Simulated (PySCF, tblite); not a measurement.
# C5H11O2PSi2: geometry, infrared bands and NMR shifts

What infrared bands and NMR shifts should C5H11O2PSi2 (`C=C(C)C(=O)C(=O)[SiH2][SiH2]P`) show?

The runs use tblite 0.8.0 and PySCF 2.14.0, with density-fitted response routines of our own; the level of theory stands in each step. All values are computed, except where a source is named. Atoms are numbered from 0 throughout.

## 1. The molecule as given

21 atoms, charge 0, multiplicity 1; geometry from: force field or distance geometry start.

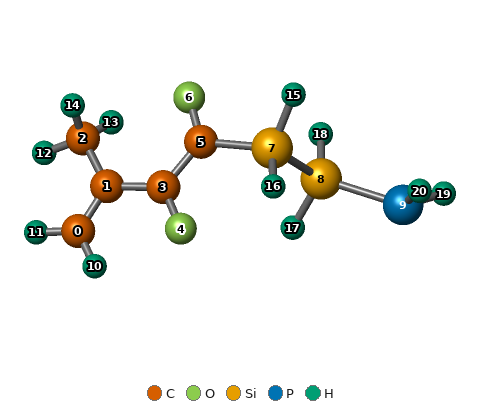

As it starts; carbon orange, oxygen green, silicon amber, phosphorus blue, hydrogen teal, atoms numbered.

## 2. Geometry optimisation with GFN2-xTB

Job settings and geometry (Å):

```
{"job": {"kind": "relax", "xc": "GFN2-xTB", "basis": "xTB"}, "charge": 0, "multiplicity": 1}
C     -3.322700     0.064500    -1.376700
C     -2.497500     0.382100    -0.385200
C     -2.868400     1.393900     0.636400
C     -1.224400    -0.328800    -0.364600
O     -0.988500    -1.187300    -1.249500
C     -0.199600    -0.129900     0.649400
O     -0.301900     0.689600     1.600100
Si     1.388200    -1.105500     0.561400
Si     2.804400     0.176400    -0.595000
P      4.630800    -0.855800    -1.187300
H     -3.086000    -0.671500    -2.128000
H     -4.281400     0.560600    -1.434000
H     -3.744000     1.988800     0.220600
H     -2.023500     2.063000     0.832700
H     -3.176900     0.894100     1.595400
H      1.935300    -1.348900     1.912400
H      1.147600    -2.371700    -0.117200
H      2.117200     0.597200    -1.852200
H      3.050100     1.355300     0.259700
H      5.804800    -0.015200    -1.174100
H      4.827600    -2.134000    -0.581600
```

Started as:

```sh
$ OMP_NUM_THREADS=1 python probes_run.py task.json out
```

One launch serves the whole session: the jobs run in the order shown.

The program printed:

```text
step      E/eV     max force
  0    -824.21717    3.567
  1    -824.47685    3.128
  2    -824.69229    1.583
  3    -824.93821    1.442
  4    -825.14720    1.967
  5    -825.23917    1.341
  6    -825.29240    0.345
  7    -825.30993    0.441
  8    -825.32928    0.412
  9    -825.34979    0.340
 10    -825.36446    0.284
 11    -825.38094    0.378
 12    -825.39754    0.320
 13    -825.41312    0.340
 14    -825.42237    0.254
 15    -825.42851    0.213
 16    -825.43400    0.170
 17    -825.43765    0.143
 18    -825.44012    0.103
 19    -825.44213    0.101
 20    -825.44427    0.137
 21    -825.44684    0.162
 22    -825.44951    0.141
 23    -825.45182    0.104
 24    -825.45391    0.092
 25    -825.45605    0.098
 26    -825.45836    0.125
 27    -825.46095    0.159
 28    -825.46373    0.175
 29    -825.46658    0.153
 30    -825.46952    0.126
 31    -825.47258    0.123
 32    -825.47579    0.138
 33    -825.47916    0.137
 34    -825.48263    0.174
 35    -825.48622    0.173
 36    -825.49020    0.142
 37    -825.49471    0.195
 38    -825.49933    0.193
 39    -825.50301    0.124
 40    -825.50529    0.091
 41    -825.50683    0.095
 42    -825.50832    0.110
 43    -825.50982    0.096
 44    -825.51100    0.173
 45    -825.51261    0.090
 46    -825.51452    0.112
 47    -825.51639    0.144
 48    -825.51861    0.145
 49    -825.52074    0.135
 50    -825.52261    0.130
 51    -825.52420    0.087
 52    -825.52560    0.086
 53    -825.52705    0.086
 54    -825.52837    0.078
 55    -825.52939    0.076
 56    -825.53028    0.075
 57    -825.53122    0.073
 58    -825.53215    0.093
 59    -825.53293    0.080
 60    -825.53352    0.050
 61    -825.53401    0.069
 62    -825.53457    0.089
 63    -825.53525    0.081
 64    -825.53590    0.073
 65    -825.53644    0.052
 66    -825.53680    0.039
 67    -825.53703    0.041
 68    -825.53740    0.054
 69    -825.53798    0.075
 70    -825.53874    0.074
 71    -825.53950    0.062
 72    -825.54018    0.070
 73    -825.54087    0.064
 74    -825.54176    0.071
 75    -825.54282    0.069
 76    -825.54373    0.057
 77    -825.54443    0.054
 78    -825.54506    0.057
 79    -825.54577    0.074
 80    -825.54653    0.089
 81    -825.54705    0.109
 82    -825.54758    0.050
 83    -825.54791    0.035
 84    -825.54824    0.046
 85    -825.54855    0.050
 86    -825.54903    0.062
 87    -825.54954    0.067
 88    -825.55015    0.063
 89    -825.55080    0.055
 90    -825.55138    0.049
 91    -825.55181    0.053
 92    -825.55226    0.052
 93    -825.55279    0.045
 94    -825.55349    0.056
 95    -825.55414    0.062
 96    -825.55487    0.055
 97    -825.55552    0.053
 98    -825.55613    0.054
 99    -825.55676    0.067
100    -825.55747    0.138
101    -825.55845    0.084
102    -825.55959    0.061
103    -825.56010    0.041
104    -825.56036    0.040
105    -825.56068    0.038
106    -825.56085    0.032
107    -825.56099    0.028
108    -825.56109    0.019
109    -825.56118    0.022
110    -825.56130    0.022
111    -825.56144    0.031
112    -825.56158    0.027
113    -825.56168    0.020
114    -825.56174    0.020
115    -825.56178    0.019
116    -825.56185    0.024
117    -825.56191    0.023
118    -825.56199    0.018
119    -825.56208    0.021
120    -825.56217    0.023
121    -825.56226    0.023
122    -825.56237    0.025
123    -825.56254    0.034
124    -825.56280    0.041
125    -825.56315    0.043
126    -825.56352    0.041
127    -825.56381    0.032
128    -825.56401    0.034
129    -825.56422    0.038
130    -825.56445    0.035
131    -825.56470    0.040
132    -825.56493    0.033
133    -825.56517    0.042
134    -825.56544    0.040
135    -825.56580    0.040
136    -825.56612    0.050
137    -825.56634    0.046
138    -825.56648    0.038
139    -825.56658    0.026
140    -825.56674    0.016
141    -825.56685    0.024
142    -825.56698    0.027
143    -825.56707    0.024
144    -825.56716    0.020
145    -825.56727    0.022
146    -825.56737    0.028
147    -825.56747    0.021
148    -825.56759    0.031
149    -825.56774    0.030
150    -825.56795    0.031
151    -825.56815    0.037
152    -825.56832    0.031
153    -825.56849    0.042
154    -825.56870    0.044
155    -825.56911    0.067
156    -825.56967    0.127
157    -825.57027    0.096
158    -825.57093    0.057
159    -825.57183    0.046
160    -825.57255    0.082
161    -825.57384    0.252
162    -825.57562    0.148
163    -825.57804    0.117
164    -825.57865    0.086
165    -825.57946    0.075
166    -825.58004    0.055
167    -825.58065    0.044
168    -825.58123    0.053
169    -825.58193    0.075
170    -825.58291    0.096
171    -825.58388    0.118
172    -825.58450    0.197
173    -825.58638    0.079
174    -825.58738    0.067
175    -825.58797    0.132
176    -825.58945    0.091
177    -825.59045    0.084
178    -825.59185    0.093
179    -825.59388    0.114
180    -825.59495    0.073
181    -825.59592    0.067
182    -825.59691    0.075
183    -825.59811    0.077
184    -825.59922    0.121
185    -825.60047    0.134
186    -825.60193    0.128
187    -825.60347    0.129
188    -825.60500    0.117
189    -825.60594    0.117
190    -825.60678    0.072
191    -825.60734    0.041
192    -825.60769    0.042
193    -825.60816    0.053
194    -825.60877    0.057
195    -825.60927    0.043
196    -825.60976    0.046
197    -825.61025    0.050
198    -825.61075    0.045
199    -825.61113    0.052
200    -825.61145    0.051
201    -825.61175    0.043
202    -825.61221    0.045
203    -825.61268    0.045
204    -825.61334    0.070
205    -825.61414    0.091
206    -825.61508    0.078
207    -825.61615    0.082
208    -825.61712    0.075
209    -825.61825    0.074
210    -825.61898    0.068
211    -825.61966    0.049
212    -825.62020    0.051
213    -825.62072    0.056
214    -825.62123    0.054
215    -825.62177    0.048
216    -825.62227    0.074
217    -825.62270    0.046
218    -825.62308    0.061
219    -825.62344    0.045
220    -825.62400    0.052
221    -825.62455    0.055
222    -825.62513    0.050
223    -825.62586    0.060
224    -825.62673    0.068
225    -825.62781    0.083
226    -825.62918    0.103
227    -825.63094    0.128
228    -825.63261    0.121
229    -825.63413    0.121
230    -825.63596    0.082
231    -825.63742    0.088
232    -825.63921    0.086
233    -825.64043    0.133
234    -825.64187    0.113
235    -825.64366    0.125
236    -825.64654    0.143
237    -825.64868    0.126
238    -825.64405    0.486
239    -825.65108    0.063
240    -825.65195    0.059
241    -825.65366    0.115
242    -825.65439    0.067
243    -825.65528    0.051
244    -825.65599    0.034
245    -825.65634    0.036
246    -825.65658    0.037
247    -825.65688    0.029
248    -825.65722    0.038
249    -825.65751    0.040
250    -825.65784    0.044
251    -825.65809    0.044
252    -825.65831    0.027
253    -825.65843    0.023
254    -825.65851    0.019
255    -825.65856    0.017
256    -825.65863    0.014
257    -825.65869    0.017
258    -825.65876    0.018
259    -825.65881    0.018
260    -825.65885    0.016
261    -825.65890    0.018
262    -825.65894    0.020
263    -825.65897    0.011
264    -825.65901    0.014
265    -825.65905    0.018
266    -825.65911    0.024
267    -825.65918    0.024
268    -825.65925    0.022
269    -825.65932    0.018
270    -825.65939    0.021
271    -825.65947    0.028
272    -825.65955    0.023
273    -825.65961    0.020
274    -825.65966    0.016
275    -825.65971    0.023
276    -825.65976    0.024
277    -825.65981    0.019
278    -825.65986    0.015
279    -825.65989    0.014
280    -825.65992    0.016
281    -825.65995    0.013
282    -825.65997    0.009
```

Wall time 3.7 s (1 thread of Arm Neoverse V1, shared host); peak memory 0.18 GiB.

The steps of the relaxation: (not every step is listed)

```
step  energy from step 0 (eV)  largest force (eV/Å)
   0                   0.0000                3.5672
   1                  -0.2597                3.1276
   2                  -0.4751                1.5827
   3                  -0.7210                1.4421
   4                  -0.9300                1.9673
   5                  -1.0220                1.3411
   6                  -1.0752                0.3448
   7                  -1.0928                0.4415
   8                  -1.1121                0.4125
  34                  -1.2655                0.1735
  60                  -1.3163                0.0501
  86                  -1.3319                0.0618
 112                  -1.3444                0.0267
 138                  -1.3493                0.0381
 164                  -1.3615                0.0861
 190                  -1.3896                0.0723
 216                  -1.4051                0.0744
 242                  -1.4372                0.0669
 268                  -1.4421                0.0217
 277                  -1.4426                0.0194
 278                  -1.4427                0.0147
 279                  -1.4427                0.0136
 280                  -1.4428                0.0157
 281                  -1.4428                0.0128
 282                  -1.4428                0.0092
```

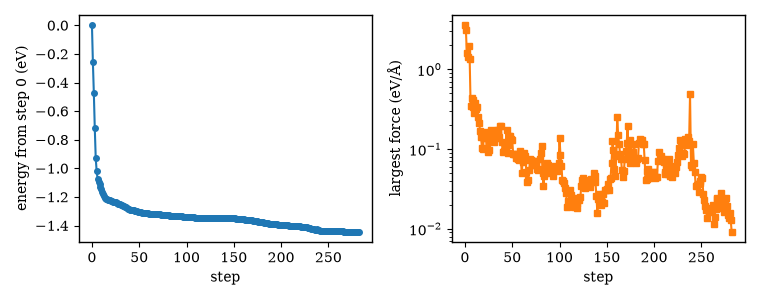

Energy and force, step by step.

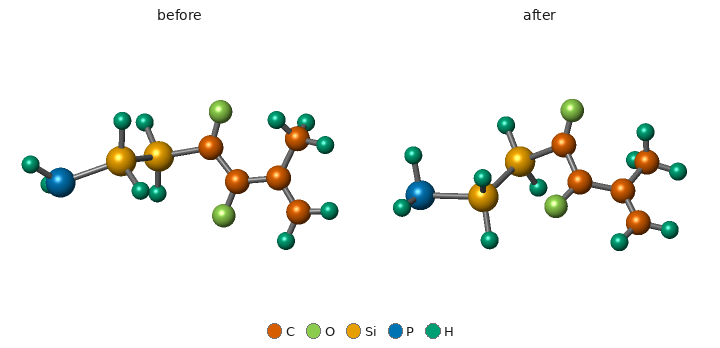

Before and after, at one scale.

Distances of close pairs at the start and the end, largest changes first:

```csv
bond,before (Å),after (Å),change (Å)
Si7–Si8,2.233,2.343,+0.110
Si8–P9,2.180,2.275,+0.095
C5–Si7,1.866,1.932,+0.066
P9–H19,1.444,1.378,-0.066
C5–O6,1.259,1.207,-0.052
C2–H12,1.137,1.087,-0.051
P9–H20,1.428,1.381,-0.047
C2–H14,1.125,1.090,-0.035
```

The next job starts from the end point, and lists it.

## 3. Harmonic vibrations with GFN2-xTB

Job settings and geometry (Å):

```
{"job": {"kind": "ir", "xc": "GFN2-xTB", "basis": "xTB"}, "charge": 0, "multiplicity": 1}
C     -2.793767     0.636801    -1.648497
C     -2.188303     0.526387    -0.464543
C     -2.918278     0.429435     0.837489
C     -0.715956     0.572613    -0.421406
O     -0.009599     0.452041    -1.424893
C     -0.060368     0.555722     0.903215
O     -0.128504     1.359582     1.800825
Si     1.152447    -0.948045     0.873152
Si     2.350527    -0.348878    -1.049252
P      4.317244    -1.447197    -0.731428
H     -2.213781     0.714102    -2.552720
H     -3.865895     0.660503    -1.741310
H     -3.992158     0.421564     0.671348
H     -2.664836     1.275083     1.475069
H     -2.634928    -0.479455     1.367846
H      1.724760    -1.027709     2.218130
H      0.300229    -2.129159     0.679580
H      1.925041    -0.929248    -2.323911
H      2.622472     1.089273    -1.172451
H      4.988341    -0.764982    -1.722702
H      4.796393    -0.601491     0.249115
```

The program printed:

```text
mode    cm-1     km/mol
  1      28.3      0.23
  2      41.4      0.47
  3      51.2      2.14
  4      63.7      3.42
  5      96.1      9.00
  6     106.9      5.21
  7     125.0      3.67
  8     150.0      1.91
  9     156.2      6.53
 10     175.8      2.94
 11     288.1      3.39
 12     313.2     13.92
 13     336.2     47.19
 14     360.9      1.06
 15     372.2      4.00
 16     398.3      0.80
 17     406.1     12.55
 18     441.2     41.92
 19     452.9     15.30
 20     522.6     15.64
 21     553.1     57.94
 22     586.3    170.99
 23     613.8     26.38
 24     619.3     28.50
 25     637.6      7.09
 26     659.2     52.99
 27     685.1    101.68
 28     704.3    140.65
 29     746.6     22.72
 30     776.9     94.22
 31     784.1    174.61
 32     819.7     46.37
 33     910.6     26.94
 34     937.9      4.37
 35    1022.8     24.51
 36    1040.5      1.23
 37    1070.6    171.49
 38    1156.7     12.25
 39    1266.8     25.39
 40    1377.1      5.12
 41    1405.7     15.19
 42    1470.4     11.24
 43    1477.2     11.56
 44    1572.2    133.55
 45    1659.2     24.43
 46    1737.0    428.99
 47    2176.6     90.47
 48    2206.2    254.35
 49    2229.3    132.16
 50    2258.7    226.52
 51    2322.1    145.83
 52    2419.2    125.48
 53    3008.8     17.27
 54    3027.2      3.42
 55    3051.0     25.37
 56    3105.7      1.96
 57    3140.2     21.21
```

It took 1.4 s on 1 thread of Arm Neoverse V1, shared host; peak memory 0.18 GiB.

Which atoms move in the most intense modes:

```
cm⁻¹  km/mol                        atoms
 586   171.0  H15 20 %, C3 11 %, H18 10 %
 704   140.7           H18 31 %, H17 29 %
 784   174.6           H15 40 %, H16 39 %
1071   171.5             C3 62 %, C5 12 %
1737   429.0             C5 60 %, O6 38 %
2206   254.3                     H16 86 %
2259   226.5                     H15 92 %
2322   145.8           H20 60 %, H19 36 %
```

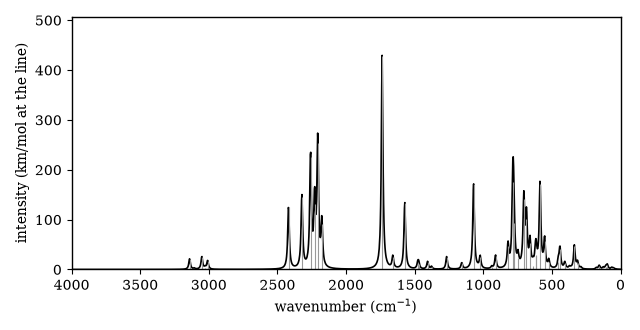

The infrared spectrum from these modes, unscaled. Lines are broadened to a width of 14 cm⁻¹ (Lorentzian).

## 4. NMR shieldings: PBE0/pcSseg-1

Settings changed since step 3:

```diff
@@ -1,2 +1,2 @@
-{"job": {"kind": "ir", "xc": "GFN2-xTB", "basis": "xTB"}, "charge": 0, "multiplicity": 1}
+{"job": {"kind": "nmr", "xc": "PBE0", "basis": "pcSseg-1"}, "charge": 0, "multiplicity": 1}
 C     -2.793767     0.636801    -1.648497
```

Level: GIAO PBE0/pcSseg-1 NMR shielding, non-relativistic, gas phase.

The program printed:

```text
coarse grid: 19296 points
cycle   1  E = -1266.7417385766  dE =  1.298e+00  |g| = 1.032e+00  |ddm| = 4.327e+00
cycle   2  E = -1265.8816931343  dE =  8.600e-01  |g| = 2.349e+00  |ddm| = 3.209e+00
cycle   3  E = -1266.9488240975  dE = -1.067e+00  |g| = 1.511e-01  |ddm| = 2.469e+00
cycle   4  E = -1266.9528481237  dE = -4.024e-03  |g| = 9.378e-02  |ddm| = 2.464e-01
cycle   5  E = -1266.9547059308  dE = -1.858e-03  |g| = 3.883e-02  |ddm| = 1.196e-01
cycle   6  E = -1266.9549915307  dE = -2.856e-04  |g| = 1.025e-02  |ddm| = 4.105e-02
cycle   7  E = -1266.9550101432  dE = -1.861e-05  |g| = 3.181e-03  |ddm| = 9.508e-03
cycle   8  E = -1266.9550122060  dE = -2.063e-06  |g| = 1.154e-03  |ddm| = 3.478e-03
final grid: 173328 points
cycle   9  E = -1267.0334926500  dE = -1.270e-05  |g| = 1.561e-02  |ddm| = 3.560e-02
cycle  10  E = -1267.0333413292  dE =  1.513e-04  |g| = 3.238e-02  |ddm| = 3.813e-02
cycle  11  E = -1267.0335384285  dE = -1.971e-04  |g| = 2.586e-03  |ddm| = 2.711e-02
cycle  12  E = -1267.0335399197  dE = -1.491e-06  |g| = 4.598e-04  |ddm| = 2.429e-03
cycle  13  E = -1267.0335399577  dE = -3.798e-08  |g| = 2.444e-04  |ddm| = 5.964e-04
cycle  14  E = -1267.0335399710  dE = -1.334e-08  |g| = 4.761e-05  |ddm| = 2.505e-04
cycle  15  E = -1267.0335399713  dE = -3.183e-10  |g| = 2.986e-05  |ddm| = 7.629e-05
converged SCF energy = -1267.0335399713

GIAO shielding tensors (ppm)
atom      isotropic    diamagn.    paramagn.     s11        s22        s33       span
  0 C       44.838     250.226    -205.388    -67.036     39.008    162.543    229.578
  1 C       42.434     266.401    -223.967    -74.758     44.169    157.891    232.650
  2 C      163.755     245.813     -82.059    155.728    156.933    178.604     22.876
  3 C      -12.999     258.948    -271.947   -112.253    -24.261     97.516    209.769
  4 O     -245.059     406.894    -651.953   -698.304   -334.388    297.516    995.819
  5 C      -72.604     257.423    -330.027   -213.087    -79.738     75.012    288.100
  6 O     -558.429     400.383    -958.811  -1597.384   -454.541    376.639   1974.023
  7 Si     406.578     883.142    -476.565    325.345    425.428    468.960    143.614
  8 Si     445.632     878.959    -433.327    413.446    438.300    485.150     71.704
  9 P      602.774     966.346    -363.572    541.310    601.466    665.546    124.236
 10 H       24.600      32.234      -7.634     21.736     23.577     28.488      6.752
 11 H       25.521      28.936      -3.414     22.667     25.110     28.788      6.121
 12 H       29.604      27.734       1.870     25.611     28.413     34.789      9.178
 13 H       29.261      28.671       0.591     24.310     28.260     35.213     10.903
 14 H       29.938      29.904       0.035     25.907     29.376     34.533      8.626
 15 H       27.906      31.077      -3.171     24.426     26.446     32.848      8.422
 16 H       27.279      31.211      -3.932     24.565     26.600     30.672      6.108
 17 H       26.705      30.245      -3.541     22.506     26.222     31.385      8.879
 18 H       26.653      30.667      -4.014     22.345     26.293     31.322      8.977
 19 H       30.481      29.023       1.457     25.235     27.254     38.953     13.718
 20 H       30.834      30.053       0.780     25.580     28.545     38.376     12.797
```

It took 89 s on 1 thread of Arm Neoverse V1, shared host; peak memory 1.1 GiB.

The references, computed at this level on geometries of the same kind, shield at (ppm): 1H TMS 31.72, 13C TMS 186.9, 29Si TMS 349.2, 17O H2O 336.1, 31P H3PO4 318.4. Their shielding less the atom's gives the shift. The references are single molecules in the gas phase, so shifts against H2O, NH3, PH3, H3PO4 or CFCl3 are not on the usual liquid scales and can be off by tens of ppm. Atoms listed in one row are averaged.

```csv
atoms,environment,σ (ppm),δ (ppm),δ scaled to CDCl3
C5,carbonyl carbon,-72.6,259.5,251.4
C3,ketone carbonyl carbon,-13.0,199.9,193.2
C1,α carbon of a C=C–C=O unit,42.4,144.5,139.1
C0,β carbon of a C=C–C=O unit,44.8,142.1,136.8
C2,allylic methyl carbon,163.8,23.2,20.7
H10,hydrogen on a β carbon of a C=C–C=O unit,24.60,7.12,6.82
H11,hydrogen on a β carbon of a C=C–C=O unit,25.52,6.20,5.95
"H17, H18","hydrogen on a silicon bonded to P, Si",26.68,5.04,–
"H15, H16","hydrogen on a silicon bonded to C, Si",27.59,4.12,–
"H12, H13, H14",hydrogen on an allylic methyl carbon,29.60,2.12,2.10
"H19, H20",hydrogen on a phosphorus bonded to Si,30.66,1.06,–
O6,carbonyl oxygen,-558.4,894.5,–
O4,ketone oxygen,-245.1,581.1,–
Si7,"silicon bonded to C, Si, 2 H",406.6,-57.4,–
Si8,"silicon bonded to P, Si, 2 H",445.6,-96.5,–
P9,"phosphorus bonded to Si, 2 H",602.8,-284.4,–
```

The scaled column applies a straight-line fit of computed shieldings to shifts measured in CDCl3 (root-mean-square error 0.16 ppm for H, 1.9 ppm for C).

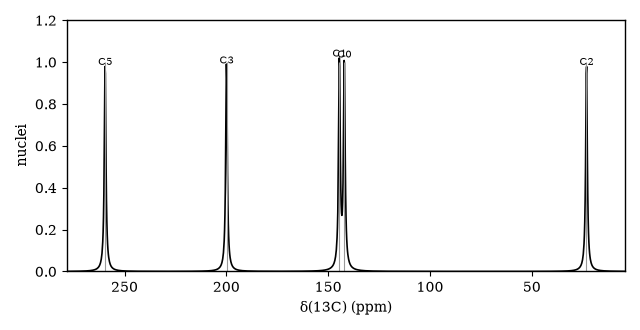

13C lines at the computed shifts, without couplings. Lines are broadened to a width of 0.95 ppm (Lorentzian).

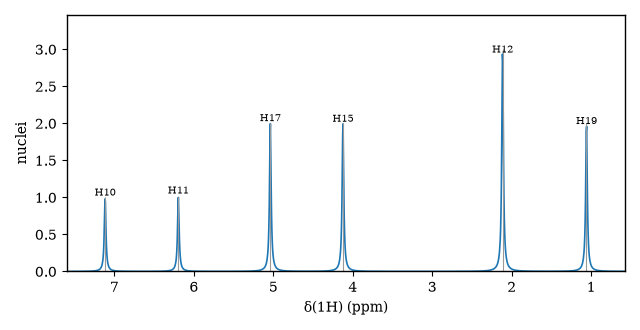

1H lines at the computed shifts, without couplings. Lines are broadened to a width of 0.02 ppm (Lorentzian).

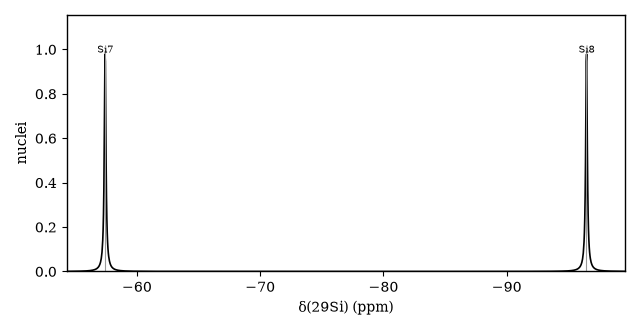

29Si lines at the computed shifts, without couplings. Lines are broadened to a width of 0.16 ppm (Lorentzian).

Charges from the same density, by scheme (e):

```csv
atoms,Mulliken,IAO,Hirshfeld,ESP fit
C0,0.03,-0.25,-0.05,-0.37
C1,-0.52,-0.03,0.00,0.00
C2,-0.12,-0.44,-0.12,-0.41
C3,0.39,0.32,0.15,0.49
O4,-0.42,-0.40,-0.15,-0.47
C5,-0.01,0.11,0.07,0.29
O6,-0.32,-0.36,-0.19,-0.41
Si7,0.32,0.38,0.22,0.20
Si8,0.18,0.35,0.18,0.29
P9,-0.25,-0.14,-0.06,-0.43
```

IAO charges:

C0 -0.25; C1 -0.03; C2 -0.44; C3 0.32; O4 -0.40; C5 0.11; O6 -0.36; Si7 0.38; Si8 0.35; P9 -0.14; H10 0.18; H11 0.16; H12 0.15; H13 0.17; H14 0.15; H15 -0.08; H16 -0.09; H17 -0.08; H18 -0.10; H19 0.00; H20 -0.01

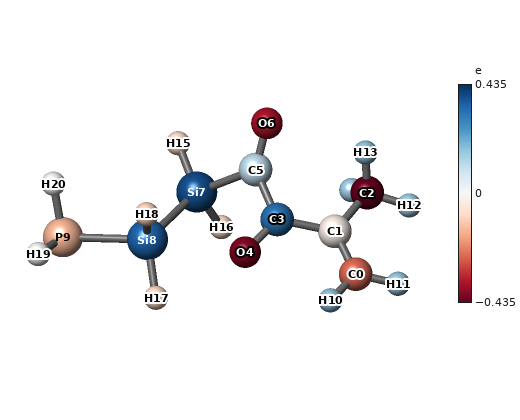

IAO charges, as colours on the atoms.

Mayer bond orders: C0–C1 1.92, C1–C2 1.06, C1–C3 0.96, C3–O4 1.80, C3–C5 0.88, C5–O6 1.95, C5–Si7 0.80, Si7–Si8 0.85, Si8–P9 0.94.

## 5. Outcome

```
                                                              quantity                                   value
                             strongest single infrared mode (GFN2-xTB)                   1737 cm⁻¹, 429 km/mol
                                          zero-point energy (GFN2-xTB)                           85.9 kcal/mol
                                13C shifts against TMS (PBE0/pcSseg-1)    259.5, 199.9, 144.5, 142.1, 23.2 ppm
1H shifts against TMS (PBE0/pcSseg-1, means over atoms taken as alike)  7.12, 6.20, 5.04, 4.12, 2.12, 1.06 ppm
                                17O shifts against H2O (PBE0/pcSseg-1)                        894.5, 581.1 ppm
                               29Si shifts against TMS (PBE0/pcSseg-1)                        -57.4, -96.5 ppm
                              31P shifts against H3PO4 (PBE0/pcSseg-1)                              -284.4 ppm
```

What this shows: The optimisation took 282 steps and gained 1.443 eV; among the close pairs (by a distance rule), Si7–Si8 changed most, from 2.233 to 2.343 Å. No mode is imaginary among the 57: a minimum at this level. The strongest single mode, at 1737 cm⁻¹, moves mainly C5 and O6. GFN2-xTB is a fitted tight-binding method: band positions and strengths are rough. Its intensities can rank the bands wrongly. At PBE0/pcSseg-1: The largest span, 1974 ppm, is at O6, where the paramagnetic term is -959 ppm.
